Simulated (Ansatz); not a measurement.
# LaYO2F2 (built on the sites of a database entry of LaOF): phonons and vibrational spectra, part 2 of 3

Wanted: phonon frequencies of LaYO2F2 (built on the sites of a database entry of LaOF) and what follows from them.

Ansatz 0.2.0; DFT PBE+D3(BJ), scalar-relativistic, plane waves, PAW.

So far. Step 4 (Relaxing to small forces for the phonons): The largest force component left is 0.45 meV/Å and the pressure is 0.000 GPa, within the tolerances set. The cell now holds 14.74 Å³/atom. The relaxed cell has a = 3.949, c = 5.669 Å (conventional setting).

The structure was built from a prototype and need not be the compound's stable phase.

## 5. Modes at Γ

The zone centre comes first: it holds the modes that light can see, as far as symmetry allows. The response to a homogeneous field gives the Born charges and the dielectric tensor.

Contents of input.yaml:

```yaml
crystal:
  lattice:
    - [3.9491705737, 0.0, 0.0]
    - [0.0, 3.9491705737, 0.0]
    - [0.0, 0.0, 5.6693653701]
  atoms:
    - { symbol: "Y", position: [0.0, 0.5, 0.7105914178] }
    - { symbol: La, position: [0.5, 0.0, 0.2849359094] }
    - { symbol: O, position: [0.0, 0.0, 0.5133053335] }
    - { symbol: O, position: [0.5, 0.5, 0.5133053335] }
    - { symbol: F, position: [0.0, 0.0, -0.0110689972] }
    - { symbol: F, position: [0.5, 0.5, -0.0110689972] }
kpoints:
  mp_grid: { grid: [6, 6, 4] }
hamiltonian:
  xc: pbe
  dispersion: d3bj
scf:
  occupations: { method: fixed }
output:
  eigenvalues: true
phonons:
  method: dfpt
  dielectric: true
  rigid_motions: translations
```

On the command line:

```
$ ansatz run input.yaml --threads 8 --pin off --max-ram 14336MiB --backend cpu --events-out ev --progress --plain --runs-dir out
```

Numbers of over 12 decimals in the logs are rounded to 6 here.

Output:

```text
[...]
Crystal: 6 atoms, lattice volume = 88.419 Å³
Basis set: ecut = 420 eV, 1739 PW (Γ), exchange–correlation on 60×60×80 points (8 copies of the dense FFT grid, shifted against one another)
Bands: 30, of which v1, the nominal top of the filled ones, is band 24 counted from 1 (23 counted from 0)
Symmetry: 8 space group operations
k-points: 76 of 144 (irreducible under 1 space group operation, time reversal used)
[...]
SCF iter   1: F=—  HF=-12864.026597 eV  |F-HF|=—  |Δ(HF+E_count)|=         —  Δρ=1.62e-3  dr2=1.05e-3  ethr=1.77e-3  ⟨swp⟩=4.0  Hψ=7692  notcnv=0  defer=130
[...]
SCF iter   9: F=-12864.028349 eV  HF=-12864.028349 eV  |F-HF|=2.18e-10  |Δ(HF+E_count)|=   6.18e-9  Δρ=2.51e-7  dr2=6.59e-11  ethr=1.00e-12  ⟨swp⟩=11.7  Hψ=16293  notcnv=0
SCF 1 converged in 9 iterations: F = -12864.028349 eV  dr2 = 6.59e-11
[...]
DFPT response loops at Γ: preconditioner auto → none (the input reference at scf.mixing.eps_inf says where Resta's filter doesn't serve); β = 0.50; Broyden in place of MSR1
SCF converged after 9 iterations
Free energy (F): -12864.028349 eV
[...]
Internal energy: -12864.028349 eV  (E = F + TS)
E sigma→0 (E₀):  -12864.028349 eV
Fermi energy:    8.173161 eV
[...]
--- Band table (eV; the first three rows and the last of 76) ---
  k-point 0: bands = [... 20 lower, 6.7329, 7.0718, 7.8798, 7.8798, 12.7986, 13.5582, 13.7526, 13.7942, ... 2 higher]
  k-point 1: bands = [... 20 lower, 6.3544, 6.7037, 7.9427, 7.9427, 13.0442, 13.5090, 13.7883, 13.7883, ... 2 higher]
  k-point 2: bands = [... 20 lower, 6.3257, 6.3257, 8.0021, 8.0021, 13.2789, 13.4725, 13.7827, 13.7827, ... 2 higher]
  k-point 75: bands = [... 20 lower, 7.6476, 7.7187, 7.7187, 7.7897, 12.9802, 13.2482, 13.6733, 13.6733, ... 2 higher]
--- Phonons (Γ-DFPT): 10 representative perturbations + reference, on 76 of 144 k-points (Σ response iterations 35) ---
  k mesh reduced under 1 symmetry operation, with k and −k counted as one. Each operation leaves every solved perturbation unchanged. A smaller set is not considered because the run solves the response to a homogeneous field
  ASR residual: 1.100e-4 → 0.000e0 eV/Å²; symmetrization residual: 2.402e-5 eV/Å²
  pairwise dispersion correction: d3bj (s6 = 1.0, s8 = 0.7875, a1 = 0.4289, a2_bohr = 4.4407), with the weights of each atom's references fixed at the reference crystal's, and the forces and stress that the weights' published response gives there kept as a pressure on the atom's counted neighbours (hamiltonian.dispersion)
  ASR residual per site (eV/Å²): 5.08e-5 6.93e-5 1.10e-4 1.10e-4 9.48e-5 9.48e-5
  Γ frequencies (cm⁻¹): 0.00 0.00 0.00 111.57 111.57 143.37 143.37 152.68 234.29 252.80 281.73 281.73 308.91 308.91 381.49 473.17 473.17 510.21
  ε∞ (high-frequency dielectric tensor):
        3.660894     0.000000     0.000000
        0.000000     3.660894     0.000000
        0.000000    -0.000000     3.203697
  ε⁰ (static dielectric tensor: ions relaxed, cell fixed):
       19.248896     0.000000     0.000000
        0.000000    19.248896    -0.000000
        0.000000    -0.000000    11.077884
  ε⁰ − ε∞ (ionic part):
       15.588002     0.000000     0.000000
        0.000000    15.588002    -0.000000
        0.000000    -0.000000     7.874187
  softest optical mode at Γ: 111.57 cm⁻¹; the repairs (sum rule, projections) moved no ω² at Γ by more than (3.04 cm⁻¹)²
  Born effective charges Z* (e; rows j = field, columns β = displacement):
    site 0:
         3.97754    0.00000    0.00000
         0.00000    3.97754    0.00000
         0.00000    0.00000    3.34986
    site 1:
         4.08326   -0.00000    0.00000
        -0.00000    4.08326   -0.00000
         0.00000   -0.00000    3.56377
    site 2:
        -2.82789   -0.00000   -0.00000
         0.00000   -2.68627    0.00000
        -0.00000   -0.00000   -1.72372
    site 3:
        -2.68627    0.00000   -0.00000
        -0.00000   -2.82789   -0.00000
        -0.00000    0.00000   -1.72372
    site 4:
        -1.31249    0.00000   -0.00000
         0.00000   -1.23415    0.00000
        -0.00000    0.00000   -1.73309
    site 5:
        -1.23415    0.00000   -0.00000
         0.00000   -1.31249    0.00000
        -0.00000    0.00000   -1.73309
  Z* charge neutrality: 9.545e-5 e pre-enforcement
  k-mesh period / interband length: 22.7 Å / 1.07 Å = 21.25 at k = (0.0000, 0.0000, 0.0000), direct gap 4.919 eV — 14 or more, which is no proof of convergence
  optical modes at Γ without the LO–TO term, one row a degenerate level:
      ω (cm⁻¹)  modes    IR ((D/Å)²/amu)
        111.57      2             7.3465
        143.37      2             2.4948
        152.68      1             0.0000
        234.29      1            16.7963
        252.80      1             0.4008
        281.73      2             0.0086
        308.91      2            55.2501
        381.49      1             0.0000
        473.17      2             0.4070
        510.21      1             3.6882
  optical modes at Γ + LO–TO along q̂ = [1.0000, 0.0000, 0.0000]:
      ω (cm⁻¹)  modes    IR ((D/Å)²/amu)
        111.57      1             3.6732
        129.72      1             0.0806
        143.37      1             1.2474
[...]
optical modes at Γ + LO–TO along q̂ = [0.0000, 1.0000, 0.0000]:
      ω (cm⁻¹)  modes    IR ((D/Å)²/amu)
[...]
510.21      1             3.6882
        551.66      1            31.8515
  optical modes at Γ + LO–TO along q̂ = [0.0000, 0.0000, 1.0000]:
      ω (cm⁻¹)  modes    IR ((D/Å)²/amu)
        111.57      2             7.3465
        143.37      2             2.4948
        152.68      1             0.0000
        252.35      1             0.0022
        281.73      2             0.0086
        308.91      2            55.2501
        381.49      1             0.0000
        396.41      1             8.8237
        473.17      2             0.4070
        561.73      1            12.0594
```

Wall time 43 s (8 threads of Arm Neoverse V2, shared host); peak memory 1.3 GiB.

Reading the cycles: dr2 is the Hartree energy of the density residual (eV), the measure of convergence; HF is the Harris–Foulkes estimate of the energy, which meets the free energy F at convergence.

This step gave:

- sum-rule residual before enforcement: 1.10e-4 eV/Å²
- miss of the charge sum rule: 9.54e-5 e
- point group: 4mm
- highest optical mode at the zone centre (no LO-TO term): 510.2 cm⁻¹
- lowest optical zone-centre mode: 111.6 cm⁻¹
- mean high-frequency dielectric constant: 3.508
- largest Born charge (third of the trace): 3.910 e
- mean static dielectric constant: 16.53
- top of the zone-centre spectrum with the field: 561.7 cm⁻¹

Without the LO-TO term. Patterns of degenerate modes are one choice out of their space. The modes at Γ (shares of kinetic energy by element, %):

```tsv
mode	frequency (cm⁻¹)	symmetry	Y %	La %	O %	F %
1	0.0	acoustic	30	47	11	13
2	0.0	acoustic	30	47	11	13
3	0.0	acoustic	30	47	11	13
4	111.6	E	36	2	1	61
5	111.6	E	36	2	1	61
6	143.4	E	26	46	0	27
7	143.4	E	26	46	0	27
8	152.7	B1	0	0	30	70
9	234.3	A1	5	16	9	70
10	252.8	A1	63	36	0	1
11	281.7	E	0	0	2	98
12	281.7	E	0	0	2	98
13	308.9	E	8	5	86	1
14	308.9	E	8	5	86	1
15	381.5	B1	0	0	70	30
16	473.2	E	0	0	100	0
17	473.2	E	0	0	100	0
18	510.2	A1	2	1	80	16
```

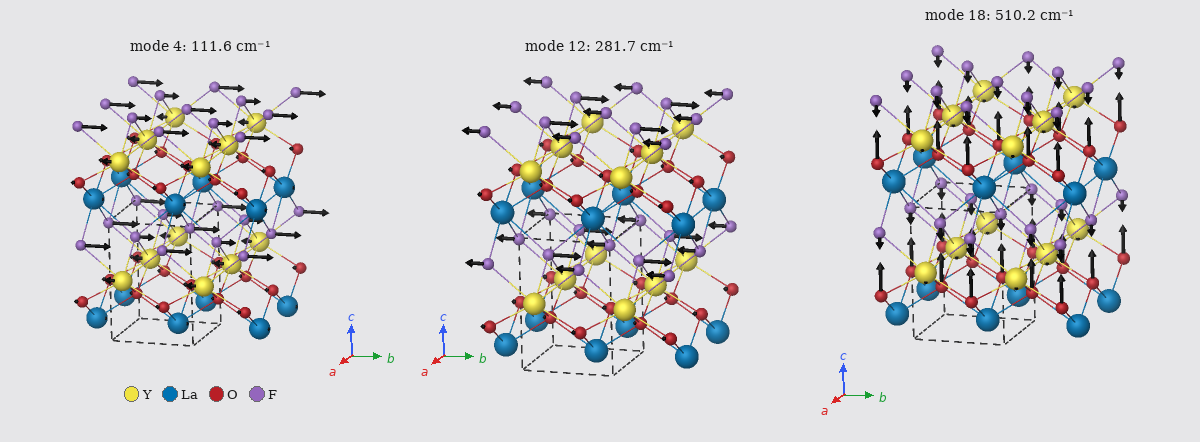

Displacement patterns of modes 4, 12 and 18 at Γ; arrows are exaggerated. 2×2×2 cells are drawn. Some periodic images of atoms are drawn too.

Optical modes at the zone centre, without and with the macroscopic field of the longitudinal modes; each column is sorted by frequency, so a row need not hold one and the same mode. Modes with and without the field, by row:

```tsv
rank among optical modes	no field (cm⁻¹)	q along (1, 0, 0) (cm⁻¹)	q along (0, 0, 1) (cm⁻¹)
1	111.6	111.6	111.6
2	111.6	129.7	111.6
3	143.4	143.4	143.4
4	143.4	152.7	143.4
5	152.7	159.1	152.7
6	234.3	234.3	252.3
7	252.8	252.8	281.7
8	281.7	281.7	281.7
9	281.7	281.7	308.9
10	308.9	308.9	308.9
11	308.9	381.5	381.5
12	381.5	470.8	396.4
13	473.2	473.2	473.2
14	473.2	510.2	473.2
15	510.2	551.7	561.7
```

Born charge (rows field, columns displacement) (e), principal values of the symmetric part by kind of site:

```tsv
atom	atoms with these values	low	middle	high	mean
Y1	1	3.35	3.98	3.98	3.77
La2	1	3.56	4.08	4.08	3.91
O3	2	-2.83	-2.69	-1.72	-2.41
F5	2	-1.73	-1.31	-1.23	-1.43
```

In full for Y1:

```
3.98 0.00 0.00
0.00 3.98 0.00
0.00 0.00 3.35
```

High-frequency dielectric tensor:

```
3.66 0.00 0.00
0.00 3.66 0.00
0.00 0.00 3.20
```

Static dielectric tensor (ions relaxed, fixed cell):

```
19.25  0.00  0.00
 0.00 19.25  0.00
 0.00  0.00 11.08
```

Transverse modes. Infrared lines, with heights relative to the strongest:

```tsv
position (cm⁻¹)	label	relative intensity
112	E	13
143	E	4.5
153	B1	0.0
234	A1	30
253	A1	0.7
282	E	0.0
309	E	100
382	B1	0.0
473	E	0.7
510	A1	6.7
```

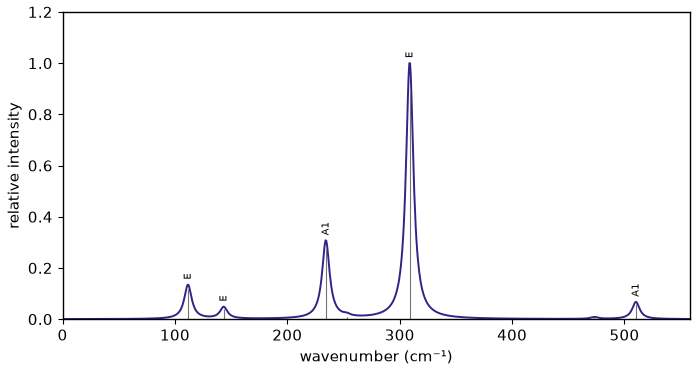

The infrared spectrum, broadened with Lorentzians of width 8 cm⁻¹; bars mark the lines.

Before it was imposed, the acoustic sum rule was missed by 1.1e-4 eV/Å² and the charge sum rule by 9.5e-5 e. Small misses are needed for a sound result but don't prove that mesh and cutoff are converged. The lowest optical mode is real, 112 cm⁻¹.

## 6. Response at finite wavevector

Stability and thermal properties need the whole zone. Linear response on a 2×2×2 q mesh gives force constants as far as a supercell of that size would, and the tensors from the zone-centre run are typed in so that the long-range dipole term is interpolated apart.

input.yaml, the sections that differ from step 5:

```yaml
phonons:
  method: dfpt
  qmesh: [2, 2, 2]
  temperatures: { t_max: 1000, t_step: 50 }
  qpath:
    path:
      - [[0.0, 0.0, 0.0], [0.0, 0.5, 0.0], [0.5, 0.5, 0.0], [0.0, 0.0, 0.0], [0.0, 0.0, 0.5], [0.0, 0.5, 0.5], [0.5, 0.5, 0.5], [0.0, 0.0, 0.5]]
      - [[0.0, 0.5, 0.0], [0.0, 0.5, 0.5]]
      - [[0.5, 0.5, 0.0], [0.5, 0.5, 0.5]]
    npoints: 10
  non_analytic_term:
    high_frequency_dielectric_tensor: [[3.6609, 0.0, 0.0], [0.0, 3.6609, 0.0], [0.0, 0.0, 3.2037]]
    born_effective_charges:
      - { species: "Y", tensor: [[3.9775, 0.0, 0.0], [0.0, 3.9775, 0.0], [0.0, 0.0, 3.3499]] }
      - { species: La, tensor: [[4.0833, 0.0, 0.0], [0.0, 4.0833, 0.0], [0.0, 0.0, 3.5638]] }
      - { species: O, tensor: [[-2.8279, 0.0, 0.0], [0.0, -2.6863, 0.0], [0.0, 0.0, -1.7237]] }
      - { species: O, tensor: [[-2.6863, 0.0, 0.0], [0.0, -2.8279, 0.0], [0.0, 0.0, -1.7237]] }
      - { species: F, tensor: [[-1.3125, 0.0, 0.0], [0.0, -1.2342, 0.0], [0.0, 0.0, -1.7331]] }
      - { species: F, tensor: [[-1.2342, 0.0, 0.0], [0.0, -1.3125, 0.0], [0.0, 0.0, -1.7331]] }
    source: "zone-centre run at this cell"
# crystal, kpoints, hamiltonian, scf, output: as in step 5
```

Output:

```text
Warning: phonons: the dynamical matrix that this run interpolates holds no multipole term above the dipole-dipole one, and a site of this crystal is no centre of inversion, so its interpolated transverse optical and acoustic branches and sound speeds can stay off near Gamma, and the density of states and the thermodynamics with them. What a run solves at a wave vector of phonons.qpoints, Gamma apart, where the deck admits one, is free of this, and under fd what a larger phonons.supercell samples
[...]
Crystal: 6 atoms, lattice volume = 88.419 Å³
Basis set: ecut = 420 eV, 1739 PW (Γ), exchange–correlation on 60×60×80 points (8 copies of the dense FFT grid, shifted against one another)
Bands: 30, of which v1, the nominal top of the filled ones, is band 24 counted from 1 (23 counted from 0)
Symmetry: 8 space group operations
k-points: 30 of 144 (time reversal used)
[...]
SCF iter   1: F=—  HF=-12864.026579 eV  |F-HF|=—  |Δ(HF+E_count)|=         —  Δρ=1.61e-3  dr2=1.05e-3  ethr=1.77e-3  ⟨swp⟩=3.9  Hψ=3014  notcnv=0  defer=56
[...]
SCF iter  10: F=-12864.028349 eV  HF=-12864.028349 eV  |F-HF|=7.28e-12  |Δ(HF+E_count)|=  3.04e-10  Δρ=4.14e-8  dr2=1.71e-12  ethr=1.00e-12  ⟨swp⟩=12.5  Hψ=5596  notcnv=0
SCF 1 converged in 10 iterations: F = -12864.028349 eV  dr2 = 1.71e-12
[...]
NSCF: frozen V_eff on 30 k-points
[...]
DFPT response loops at q = (0, 0, 0) (fractional): preconditioner auto → none (the input reference at scf.mixing.eps_inf says where Resta's filter doesn't serve); β = 0.50; Broyden in place of MSR1
[...]
SCF converged after 10 iterations
Free energy (F): -12864.028349 eV
[...]
Internal energy: -12864.028349 eV  (E = F + TS)
E sigma→0 (E₀):  -12864.028349 eV
Fermi energy:    8.173165 eV
[...]
--- Band table (eV; the first three rows and the last of 30) ---
  k-point 0: bands = [... 20 lower, 6.7329, 7.0718, 7.8798, 7.8798, 12.7986, 13.5582, 13.7526, 13.7942, ... 2 higher]
  k-point 1: bands = [... 20 lower, 6.3544, 6.7037, 7.9427, 7.9427, 13.0442, 13.5090, 13.7883, 13.7883, ... 2 higher]
  k-point 2: bands = [... 20 lower, 6.3257, 6.3257, 8.0021, 8.0021, 13.2789, 13.4725, 13.7827, 13.7827, ... 2 higher]
  k-point 29: bands = [... 20 lower, 7.6476, 7.7187, 7.7187, 7.7897, 12.9802, 13.2482, 13.6733, 13.6733, ... 2 higher]
--- Phonons (Γ-DFPT): 10 representative perturbations + reference (Σ response iterations 33) ---
  ASR residual: 1.017e-4 → 0.000e0 eV/Å²; symmetrization residual: 5.561e-6 eV/Å²
[...]
ASR residual per site (eV/Å²): 4.44e-6 2.86e-6 1.02e-4 1.02e-4 6.48e-5 6.48e-5
[...]
--- Phonons (arbitrary-q DFPT): 6 irreducible q on the 2×2×2 mesh ---
  q = [0.0000, 0.0000, 0.0000] (star 1, of the zone-centre solve; hermiticity 6.21e-7, symmetrization 2.29e-13): -0.00 -0.00 0.00 111.57 111.57 143.37 143.37 152.68 234.29 252.80 281.73 281.73 308.91 308.91 381.49 473.17 473.17 510.21
  q = [0.0000, 0.0000, -0.5000] (star 1, 10 solved perturbations in 444 linear systems a pass and spin channel, the states on 48 of 144 k-point pairs; hermiticity 4.06e-7, symmetrization 1.31e-13): 39.79 39.79 107.62 107.62 137.58 137.58 143.24 203.53 240.24 270.27 270.27 318.56 318.56 349.17 399.35 473.56 473.56 561.87
  q = [0.0000, -0.5000, 0.0000] (star 2, 18 solved perturbations on 48 of 144 k-point pairs; hermiticity 4.35e-7, symmetrization 4.36e-14): 102.49 104.13 117.44 125.44 186.81 190.29 204.08 207.83 212.81 234.56 246.41 263.72 391.86 401.22 409.62 409.73 509.01 525.95
[...]
sum rule: each row above includes the acoustic sum rule's correction from the zone centre's row sums; it moved no ω² by more than (1.31 cm⁻¹)²
  mesh force constants: q→R imaginary residual 0.00e0; ASR residual 1.017e-4 → 0.000e0 eV/Å²; symmetrization residual 1.243e-14 eV/Å²
  interpolated dispersion: 94 rows × 18 modes
  density of states and harmonic sums: on the 16×16×12 q-mesh, interpolated from the force constants of a 2×2×2 supercell (with the dipole–dipole term of supplied tensors)
  largest difference from the sums on the solved wave vectors: F 9.61e-2 eV, S 1.39e-4 and C_V 4.24e-5 eV/K
  zero-point energy: 0.295083 eV/cell   skipped modes (ω ≤ 0): 54, of them read as no rigid motion or as one in doubt: 51 (1.276e-1 modes/cell left out, lowest -95.76 cm⁻¹)   left out of the sums: 7.14e-3 of the cell's modes: C_V's classical limit lies that fraction below 3 k_B per atom; for a crystal, a wire or a layer, F and S can be off by more, and a phonons.interpolated_qmesh denser along its periods is the remedy for the sampling
```

Elapsed: 2.2 min, on 8 threads; peak memory 0.86 GiB; 16 min of CPU time.

This step gave:

```
sum-rule residual before enforcement                    : 1.02e-4 eV/Å²
lowest frequency on the path                            : -95.76 cm⁻¹
highest frequency on the path or at a solved wavevector : 573.4 cm⁻¹
lowest mode on the q mesh (acoustic modes at Γ apart)   : -95.76 cm⁻¹
```

Frequencies (cm⁻¹) solved at each irreducible wavevector; negative means imaginary. Frequencies by wavevector, by row:

```tsv
q in reciprocal lattice units	star	mode 1	mode 2	mode 3	mode 4	mode 16	mode 17	mode 18
0 0 0	1	0	0	0	111.6	473.2	473.2	510.2
0 0 -0.5	1	39.8	39.8	107.6	107.6	473.6	473.6	561.9
0 -0.5 0	2	102.5	104.1	117.4	125.4	409.7	509	526
0 -0.5 -0.5	2	95.6	101.5	113	118.6	411.2	498.4	509.7
-0.5 -0.5 0	1	-95.8	121.3	121.3	132.6	373.4	562.7	573.4
-0.5 -0.5 -0.5	1	-87.3	136.2	156.5	164	356.1	560.1	569.5
```

Interpolated from a 2×2×2 q mesh, rough between the solved points, with the LO-TO term (at Γ the limit along the path; where Γ stands inside the path, tables give the limit on arrival). The phonon branches at the labelled points (cm⁻¹):

```tsv
point	branch 1	branch 2	branch 3	branch 4	branch 15	branch 16	branch 17	branch 18
Γ	0	0	0	112	471	473	510	552
X	102	104	117	125	410	410	509	526
M	-96	121	121	133	373	373	563	573
Γ	0	0	0	112	471	473	510	552
Z	40	40	108	108	399	474	474	562
R	96	102	113	119	398	411	498	510
A	-87	136	156	164	356	356	560	570
Z	40	40	108	108	399	474	474	562
jump to X	102	104	117	125	410	410	509	526
R	96	102	113	119	398	411	498	510
jump to M	-96	121	121	133	373	373	563	573
A	-87	136	156	164	356	356	560	570
```

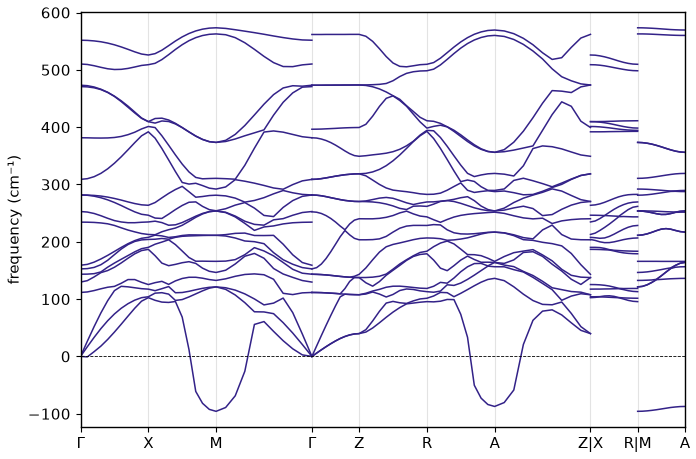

Phonon branches along the path.

[end of part 2 of 3]

[Logs are printed without paths, hosts, clocks, repeated set-up lines and the standing remarks that a program may print on its own settings, such as how far it seeks lower states.]

[Hosts, paths, dates, database ids (printed as entryN), source tags and the programs' standing remarks are cut or masked in the printed files.]
